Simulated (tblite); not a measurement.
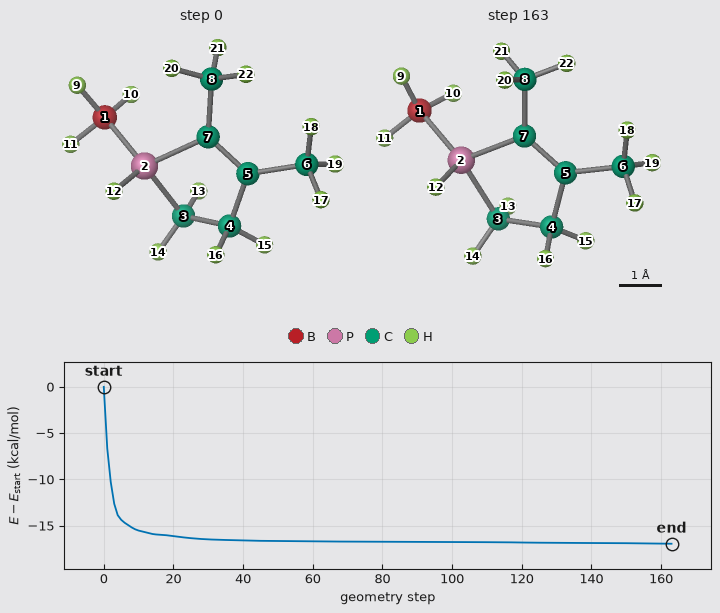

First and last geometry of a relaxation of C6H14BP, with the history of the run. A ball-and-stick model, seen at a tilt.

The calculation used GFN2-xTB geometry optimisation, gas phase (tblite 0.8.0). 

**What do the curves and the structures tell?**

It converged. The largest move after the best rigid fit is that of H21, 0.83 Å. By element the largest moves are H 0.83 Å, B 0.25 Å, P 0.19 Å, C 0.13 Å. Some distances before and after: B1–P2 1.847 → 1.914 Å, C3–C4 1.481 → 1.532 Å, C6–H17 1.129 → 1.089 Å, C4–C5 1.477 → 1.509 Å. Bond angles that change, for instance: C3–P2–H12 112.7° → 100.4°, P2–B1–H10 114.9° → 103.0°, C7–P2–H12 110.1° → 100.1°. Groups turn about C7–C8 by about 45°. The energy falls by 16.9 kcal/mol in 163 geometry steps. Cost: 2.1 s on 1 thread of Arm Neoverse N1 (shared host).
